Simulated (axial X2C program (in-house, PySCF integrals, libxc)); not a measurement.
## Run report: Rb₂, relativistic diatomic calculation

System: Rb₂, single determinant with Ω = 0.
Method: PBE0, two-component X2C with atomic mean-field Coulomb and Gaunt terms, Rb dyall-v2z (cores contracted) (axial X2C program (in-house, PySCF integrals, libxc)).

Input file:
```
{"zs": [37, 37], "q": 0, "bas": ["dyall-v2z", "dyall-v2z"], "levels": ["PBE0", "HF", "M06", "r2SCAN0"], "cc": false, "r0": 7.14, "npts": 10, "nst": 2, "ntry": 6}
```

The line is the task of a batch: nuclear charges, charge, bases, the levels to run, a first guess of the distance and further settings. This report covers PBE0 with spin-orbit coupling. The log is that of the reference distance 4.28 Å, started from orbitals converged before.

Hardware: 1 CPU thread, shared host.

Launched within a batch (the task file carries these settings):
```bash
python <driver script> task.json out
```

Log:
```
two-component X2C + atomic mean field  PBE0
basis functions 146  fitting functions 826  grid points 5810
iter        total energy     max residual
   1      -5959.276712454     2.48e-05
   2      -5959.276712455     2.43e-05
   3      -5959.276712466     5.90e-07
   4      -5959.276712466     3.45e-08
converged
one-electron -8598.03605255  Coulomb 2674.44073056  exact exchange -49.83247756  xc functional -152.68977055  nuclear repulsion 169.26252377  atomic mean-field constant -2.42166614
```

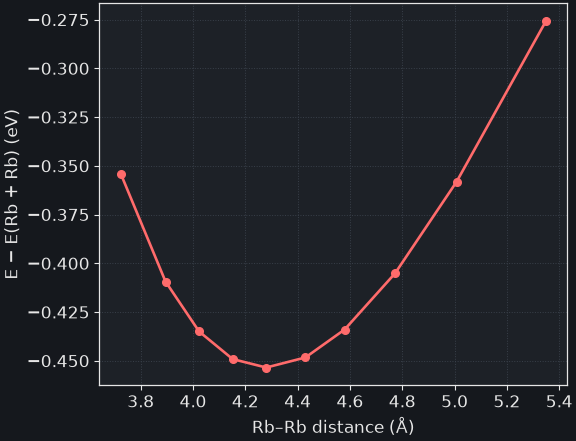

Energy at 10 bond lengths, for one set of occupations held fixed; the line joins the points. A polynomial of degree 6 through 9 points gives rₑ = 4.280 Å, ωₑ = 56.53 cm⁻¹, ωₑxₑ = 0.094 cm⁻¹ and Bₑ = 0.02167 cm⁻¹. The minimum lies 0.45 eV below Rb + Rb, each computed as one determinant at the same level.

Outcome:

```
                 quantity                value
                  outcome            converged
           bond length rₑ              4.280 Å
                       ωₑ           56.53 cm⁻¹
    energy at the minimum  −5959.27671 hartree
depth below the fragments              0.45 eV
                wall time                6.7 s
```

What is odd here:

The input is odd on purpose: far start. The program ran to the end. Its numbers are those of the input as typed; this run alone doesn't show how far the oddity moves them.
